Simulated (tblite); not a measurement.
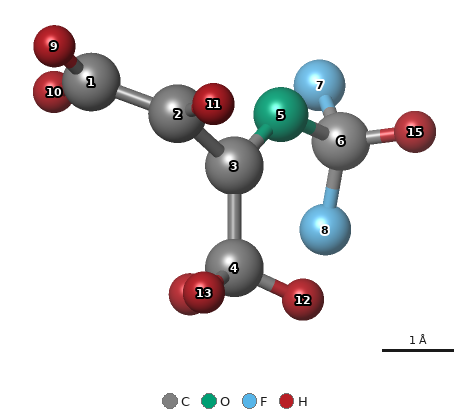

Figure 1. The structure as given in the input (ball-and-stick view, seen at a tilt; atoms are numbered from 1 in the order of the input). Bond lengths as drawn: C–C 1.32 to 1.46 Å, C–F 1.32 to 1.33 Å, C–H 1.08 to 1.11 Å and C–O 1.28 to 1.42 Å.

C5H7F2O (charge +1): saddle-point search

C5H7F2O, charge +1, SMILES C=C[C+](C)OC(F)F, computed with GFN2-xTB saddle search (eigenvector following) and harmonic vibrations, gas phase (tblite 0.8.0).

Input file:
```
{"job": {"xc": "GFN2-xTB", "basis": "xTB", "kind": "saddle"}, "charge": 1, "multiplicity": 1}
C      1.747304    -1.125512    -1.422474
C      1.462348    -0.638612    -0.227848
C      0.231466     0.045902     0.163719
C      0.198668     1.500000     0.122966
O     -0.718448    -0.728774     0.533344
C     -2.036320    -0.408345     0.948419
F     -2.818637    -1.283532     0.349187
F     -2.387435     0.812273     0.556451
H      2.699927    -1.586385    -1.620585
H      1.059811    -1.062335    -2.250025
H      2.180402    -0.697286     0.588077
H     -0.333702     1.958114     0.958839
H      1.201130     1.911860     0.024625
H     -0.364723     1.805850    -0.771421
H     -2.121792    -0.503219     2.046726
```

The first line tells a small driver script what to run in tblite; the rest is the geometry in Å.

Machine: 1 CPU thread, shared host.

Launched with:
```bash
OMP_NUM_THREADS=1 python <driver script> task.json out
```

Output:
```
step      E/eV     max force
  0    -742.57360   0.0639
  1    -742.56852   0.1031
  2    -742.56843   0.3216
  3    -742.56897   0.0433
  4    -742.57108   0.1038
  5    -742.56971   0.0128
  6    -742.57123   0.0215
  7    -742.57288   0.0428
  8    -742.57446   0.0524
  9    -742.57633   0.0449
 10    -742.57958   0.0587
 11    -742.58321   0.0441
 12    -742.58831   0.1227
 13    -742.58496   0.0328
 14    -742.58803   0.0479
 15    -742.59127   0.0551
 16    -742.59457   0.0430
 17    -742.59986   0.0765
 18    -742.60492   0.1088
 19    -742.61007   0.1177
 20    -742.61577   0.1103
 21    -742.62296   0.1158
 22    -742.63104   0.1795
 23    -742.63914   0.2076
 24    -742.65045   0.2458
 25    -742.66277   0.2045
 26    -742.68000   0.1863
 27    -742.69153   0.3786
 28    -742.68589   0.1066
 29    -742.69481   0.1230
 30    -742.70295   0.1377
 31    -742.70966   0.0839
 32    -742.71657   0.1802
 33    -742.71271   0.0651
 34    -742.71677   0.0744
 35    -742.72047   0.0821
 36    -742.72373   0.0595
 37    -742.72762   0.0954
 38    -742.73045   0.1100
 39    -742.73211   0.1594
 40    -742.73299   0.1105
 41    -742.73394   0.0091
 42    -742.73397   0.0065
 43    -742.73399   0.0149
 44    -742.73400   0.0014
lowest wavenumbers (cm-1): -206.2 48.8 81.2 146.3 189.0 226.4
```

Trajectory as extended XYZ (Å, eV, eV/Å), 12 frames, from step=0 to step=44:
```
15
Properties=species:S:1:pos:R:3:forces:R:3 step=0 energy=-742.57360
C     1.7473   -1.1255   -1.4225    0.0020  -0.0410  -0.0490
C     1.4623   -0.6386   -0.2278   -0.0110   0.0240   0.0440
C     0.2315    0.0459    0.1637    0.0040  -0.0050  -0.0030
C     0.1987    1.5000    0.1230    0.0070   0.0000   0.0170
O    -0.7184   -0.7288    0.5333   -0.0030  -0.0050  -0.0250
C    -2.0363   -0.4083    0.9484   -0.0010  -0.0050  -0.0060
F    -2.8186   -1.2835    0.3492   -0.0060   0.0020  -0.0100
F    -2.3874    0.8123    0.5565   -0.0010  -0.0010   0.0020
H     2.6999   -1.5864   -1.6206   -0.0180  -0.0120   0.0140
H     1.0598   -1.0623   -2.2500    0.0030  -0.0210   0.0040
H     2.1804   -0.6973    0.5881    0.0140   0.0540  -0.0210
H    -0.3337    1.9581    0.9588    0.0020   0.0110   0.0080
H     1.2011    1.9119    0.0246    0.0040   0.0060   0.0100
H    -0.3647    1.8058   -0.7714   -0.0010  -0.0030   0.0200
H    -2.1218   -0.5032    2.0467    0.0060  -0.0040  -0.0050
15
Properties=species:S:1:pos:R:3:forces:R:3 step=4 energy=-742.57108
C     1.7824   -1.0988   -1.4096    0.0020  -0.0030  -0.0010
C     1.4537   -0.6522   -0.2102   -0.0040   0.0040   0.0030
C     0.2241    0.0483    0.1580    0.0000   0.0070  -0.0010
C     0.1839    1.4989    0.0543   -0.0040   0.0050  -0.0080
O    -0.7108   -0.7181    0.5836   -0.0140   0.0040   0.0060
C    -2.0347   -0.4122    0.9843   -0.0400   0.0010  -0.0130
F    -2.8191   -1.1833    0.2500    0.0550   0.0750   0.0460
F    -2.3471    0.8583    0.7423    0.0120  -0.0800   0.0280
H     2.7239   -1.5930   -1.5757    0.0000  -0.0010   0.0020
H     1.1362   -0.9909   -2.2649   -0.0030  -0.0040  -0.0010
H     2.1233   -0.7822    0.6376    0.0040   0.0030   0.0050
H    -0.2800    1.9865    0.9161    0.0090  -0.0030  -0.0130
H     1.1767    1.9054   -0.1302   -0.0190  -0.0070  -0.0040
H    -0.4564    1.7797   -0.7949    0.0060  -0.0040   0.0170
H    -2.1563   -0.6464    2.0593   -0.0050   0.0040  -0.0650
15
Properties=species:S:1:pos:R:3:forces:R:3 step=8 energy=-742.57446
C     1.7819   -1.1040   -1.4027    0.0000  -0.0010   0.0030
C     1.4564   -0.6486   -0.2056    0.0010   0.0010   0.0010
C     0.2252    0.0509    0.1594    0.0000   0.0020   0.0000
C     0.1803    1.5001    0.0435    0.0020  -0.0060  -0.0010
O    -0.7059   -0.7159    0.5936   -0.0070   0.0010   0.0040
C    -2.0327   -0.4145    0.9866   -0.0190   0.0010  -0.0060
F    -2.8139   -1.1437    0.2084    0.0270   0.0420   0.0160
F    -2.3316    0.8671    0.7982    0.0080  -0.0380   0.0210
H     2.7244   -1.5965   -1.5683    0.0010  -0.0010   0.0020
H     1.1321   -1.0050   -2.2564    0.0000  -0.0050   0.0030
H     2.1296   -0.7690    0.6409    0.0010   0.0040   0.0000
H    -0.2705    1.9934    0.9085    0.0010   0.0040   0.0040
H     1.1692    1.9065   -0.1576    0.0020   0.0010  -0.0100
H    -0.4740    1.7745   -0.7956   -0.0120   0.0000  -0.0050
H    -2.1704   -0.6952    2.0472   -0.0040  -0.0050  -0.0330
15
Properties=species:S:1:pos:R:3:forces:R:3 step=12 energy=-742.58831
C     1.7843   -1.1227   -1.3801   -0.0020  -0.0010   0.0050
C     1.4653   -0.6376   -0.1927    0.0030   0.0000   0.0010
C     0.2279    0.0558    0.1612    0.0020   0.0060  -0.0010
C     0.1662    1.5010    0.0127   -0.0040   0.0000  -0.0070
O    -0.6929   -0.7128    0.6182   -0.0190   0.0010   0.0070
C    -2.0265   -0.4187    0.9890   -0.0450   0.0100  -0.0180
F    -2.7983   -1.0113    0.0891    0.0650   0.0820   0.0640
F    -2.2808    0.8872    0.9630    0.0150  -0.1000   0.0260
H     2.7319   -1.6063   -1.5424    0.0010  -0.0010   0.0040
H     1.1244   -1.0556   -2.2294    0.0010  -0.0070   0.0070
H     2.1496   -0.7224    0.6492    0.0010   0.0070  -0.0020
H    -0.2264    2.0072    0.9001    0.0060   0.0000  -0.0070
H     1.1387    1.9081   -0.2564   -0.0120  -0.0030  -0.0120
H    -0.5501    1.7611   -0.7790   -0.0060  -0.0040   0.0080
H    -2.2134   -0.8330    1.9975   -0.0060   0.0100  -0.0750
15
Properties=species:S:1:pos:R:3:forces:R:3 step=16 energy=-742.59457
C     1.7826   -1.1279   -1.3737    0.0000  -0.0030   0.0040
C     1.4685   -0.6338   -0.1887    0.0020   0.0020   0.0020
C     0.2295    0.0572    0.1639    0.0010   0.0020   0.0000
C     0.1607    1.5003    0.0031   -0.0040  -0.0010  -0.0050
O    -0.6871   -0.7127    0.6289   -0.0030   0.0000   0.0050
C    -2.0227   -0.4197    0.9922   -0.0090   0.0020  -0.0040
F    -2.7883   -0.9575    0.0555    0.0180   0.0390   0.0020
F    -2.2617    0.8870    1.0255    0.0110  -0.0220   0.0270
H     2.7313   -1.6088   -1.5375    0.0020  -0.0010   0.0040
H     1.1177   -1.0703   -2.2196    0.0000  -0.0090   0.0050
H     2.1579   -0.7077    0.6499    0.0030   0.0080   0.0000
H    -0.2337    2.0132    0.8857    0.0060   0.0010  -0.0020
H     1.1308    1.9095   -0.2705   -0.0070   0.0000  -0.0160
H    -0.5576    1.7494   -0.7902   -0.0130  -0.0030   0.0040
H    -2.2279   -0.8784    1.9755   -0.0070  -0.0130  -0.0260
15
Properties=species:S:1:pos:R:3:forces:R:3 step=20 energy=-742.61577
C     1.7818   -1.1418   -1.3541    0.0010  -0.0030   0.0060
C     1.4791   -0.6238   -0.1761    0.0030   0.0010   0.0020
C     0.2342    0.0581    0.1709    0.0000   0.0050  -0.0010
C     0.1409    1.4945   -0.0257   -0.0070  -0.0040  -0.0090
O    -0.6703   -0.7149    0.6589   -0.0150   0.0000   0.0050
C    -2.0105   -0.4191    0.9990   -0.0360   0.0090  -0.0180
F    -2.7559   -0.7912   -0.0345    0.0580   0.0730   0.0590
F    -2.2027    0.8813    1.2024    0.0140  -0.0830   0.0220
H     2.7340   -1.6142   -1.5220    0.0040  -0.0010   0.0060
H     1.1032   -1.1113   -2.1907    0.0030  -0.0110   0.0080
H     2.1813   -0.6678    0.6538    0.0020   0.0100  -0.0010
H    -0.2447    2.0241    0.8517    0.0090  -0.0010  -0.0030
H     1.0997    1.9116   -0.3261   -0.0130  -0.0020  -0.0220
H    -0.5974    1.7131   -0.8099   -0.0160  -0.0050   0.0100
H    -2.2726   -0.9986    1.9021   -0.0050   0.0120  -0.0630
15
Properties=species:S:1:pos:R:3:forces:R:3 step=24 energy=-742.65045
C     1.7876   -1.1602   -1.3312    0.0000  -0.0020   0.0070
C     1.4924   -0.6120   -0.1648    0.0050   0.0010   0.0030
C     0.2381    0.0535    0.1752    0.0090   0.0060  -0.0060
C     0.1065    1.4799   -0.0609    0.0230  -0.0300  -0.0180
O    -0.6514   -0.7249    0.6883   -0.0460   0.0060  -0.0020
C    -1.9915   -0.4104    1.0086   -0.0830   0.0410  -0.0450
F    -2.7048   -0.5405   -0.1099    0.1310   0.0910   0.1870
F    -2.1167    0.8460    1.4357    0.0120  -0.1930  -0.0250
H     2.7466   -1.6182   -1.5003    0.0040   0.0000   0.0080
H     1.0956   -1.1675   -2.1577    0.0080  -0.0130   0.0130
H     2.2078   -0.6148    0.6552   -0.0020   0.0120  -0.0060
H    -0.2853    2.0225    0.8043   -0.0080   0.0210   0.0310
H     1.0506    1.9153   -0.3815   -0.0150  -0.0090  -0.0250
H    -0.6444    1.6550   -0.8432   -0.0450  -0.0040  -0.0100
H    -2.3312   -1.1236    1.7823    0.0050   0.0740  -0.1120
15
Properties=species:S:1:pos:R:3:forces:R:3 step=28 energy=-742.68589
C     1.8042   -1.1713   -1.3092    0.0050  -0.0030   0.0050
C     1.5056   -0.6051   -0.1522    0.0030   0.0020   0.0000
C     0.2406    0.0441    0.1736   -0.0010   0.0040  -0.0060
C     0.0714    1.4608   -0.0889   -0.0210   0.0090  -0.0150
O    -0.6402   -0.7387    0.6992   -0.0180   0.0000  -0.0010
C    -1.9771   -0.3975    1.0014   -0.0260   0.0200  -0.0150
F    -2.6503   -0.3503   -0.1455    0.0520   0.0590   0.0720
F    -2.0513    0.8031    1.5707    0.0140  -0.0770   0.0110
H     2.7684   -1.6197   -1.4741    0.0080   0.0010   0.0090
H     1.1081   -1.2041   -2.1313    0.0090  -0.0140   0.0060
H     2.2224   -0.5826    0.6659    0.0000   0.0110   0.0000
H    -0.2407    2.0132    0.8069    0.0130  -0.0120  -0.0250
H     0.9803    1.9006   -0.4950   -0.0380  -0.0110  -0.0140
H    -0.7587    1.6214   -0.7924    0.0040  -0.0120   0.0290
H    -2.3827   -1.1740    1.6709   -0.0040   0.0240  -0.0550
15
Properties=species:S:1:pos:R:3:forces:R:3 step=32 energy=-742.71657
C     1.8287   -1.1798   -1.2906    0.0070  -0.0030   0.0030
C     1.5144   -0.5998   -0.1446   -0.0010   0.0000  -0.0020
C     0.2374    0.0309    0.1648    0.0010   0.0010  -0.0080
C     0.0312    1.4372   -0.1226    0.0110  -0.0220  -0.0080
O    -0.6358   -0.7553    0.7016   -0.0410   0.0150  -0.0090
C    -1.9626   -0.3797    1.0045   -0.0510   0.0600  -0.0190
F    -2.5967   -0.1281   -0.1423    0.0760   0.0110   0.1630
F    -1.9752    0.7368    1.7329    0.0010  -0.1430  -0.0610
H     2.8005   -1.6156   -1.4435    0.0090   0.0020   0.0100
H     1.1358   -1.2392   -2.1139    0.0130  -0.0100   0.0010
H     2.2257   -0.5540    0.6777   -0.0050   0.0080   0.0000
H    -0.2310    1.9988    0.7830   -0.0060   0.0070   0.0180
H     0.9078    1.8842   -0.5847    0.0020   0.0000  -0.0200
H    -0.8429    1.5765   -0.7719   -0.0300  -0.0010  -0.0090
H    -2.4374   -1.2130    1.5496    0.0130   0.0740  -0.0590
15
Properties=species:S:1:pos:R:3:forces:R:3 step=36 energy=-742.72373
C     1.8382   -1.1800   -1.2882    0.0070  -0.0020   0.0020
C     1.5140   -0.6004   -0.1449   -0.0010  -0.0010  -0.0050
C     0.2344    0.0271    0.1587   -0.0040   0.0000  -0.0080
C     0.0210    1.4303   -0.1373   -0.0090   0.0040  -0.0040
O    -0.6373   -0.7585    0.6994   -0.0170   0.0050  -0.0070
C    -1.9582   -0.3731    1.0146   -0.0130   0.0230  -0.0040
F    -2.5847   -0.0506   -0.1155    0.0170   0.0150   0.0550
F    -1.9482    0.7029    1.7972    0.0100  -0.0490  -0.0100
H     2.8121   -1.6136   -1.4339    0.0100   0.0020   0.0090
H     1.1505   -1.2431   -2.1155    0.0140  -0.0080  -0.0030
H     2.2189   -0.5538    0.6831   -0.0070   0.0050   0.0000
H    -0.2658    1.9940    0.7607    0.0040  -0.0080  -0.0110
H     0.9005    1.8836   -0.5885   -0.0120  -0.0030  -0.0060
H    -0.8432    1.5560   -0.8046    0.0010   0.0000   0.0070
H    -2.4520   -1.2208    1.5145    0.0000   0.0180  -0.0170
15
Properties=species:S:1:pos:R:3:forces:R:3 step=40 energy=-742.73299
C     1.8916   -1.1991   -1.2931   -0.0070   0.0060   0.0100
C     1.4865   -0.6073   -0.1834    0.0130  -0.0060  -0.0090
C     0.2003    0.0113    0.1021    0.0000   0.0120   0.0050
C    -0.0068    1.4212   -0.1692   -0.0570   0.0620  -0.0050
O    -0.6743   -0.7735    0.6419   -0.0200   0.0100   0.0050
C    -1.9574   -0.3536    1.0556    0.0000   0.0120  -0.0250
F    -2.6127    0.1489    0.0118    0.0220   0.0010   0.0210
F    -1.8392    0.6102    1.9654    0.0080  -0.0270  -0.0170
H     2.8860   -1.6046   -1.3708   -0.0150   0.0040   0.0010
H     1.2586   -1.3008   -2.1594    0.0000   0.0020   0.0150
H     2.1524   -0.5271    0.6768    0.0040   0.0000  -0.0020
H    -0.3797    1.9641    0.7122    0.0420  -0.0400  -0.0940
H     0.8963    1.8956   -0.5515   -0.0670  -0.0260   0.0240
H    -0.8165    1.5400   -0.9088    0.0790  -0.0070   0.0680
H    -2.4852   -1.2252    1.4704    0.0000  -0.0040   0.0030
15
Properties=species:S:1:pos:R:3:forces:R:3 step=44 energy=-742.73400
C     1.8863   -1.1937   -1.2913    0.0000   0.0000   0.0000
C     1.4894   -0.6060   -0.1768    0.0000   0.0000   0.0000
C     0.2026    0.0124    0.1075    0.0000   0.0000   0.0000
C    -0.0101    1.4186   -0.1774    0.0000   0.0000   0.0000
O    -0.6703   -0.7730    0.6483    0.0000   0.0000   0.0000
C    -1.9527   -0.3532    1.0622    0.0000   0.0000   0.0000
F    -2.5972    0.1818    0.0287    0.0000   0.0000  -0.0010
F    -1.8281    0.5858    1.9959    0.0000   0.0010   0.0000
H     2.8774   -1.6044   -1.3766    0.0000   0.0000   0.0000
H     1.2470   -1.2884   -2.1534    0.0000   0.0000   0.0000
H     2.1568   -0.5343    0.6825    0.0000   0.0000   0.0000
H    -0.4234    1.9648    0.6786   -0.0010   0.0000   0.0010
H     0.8987    1.8999   -0.5307    0.0000   0.0000   0.0000
H    -0.7859    1.5195   -0.9507    0.0000   0.0000  -0.0010
H    -2.4906   -1.2299    1.4531    0.0000   0.0000   0.0000
```

Summary:

- outcome: converged
- total energy: −742.7340 eV
- point group: C1
- wall time: 5.7 s
- peak memory: 0.2 GiB
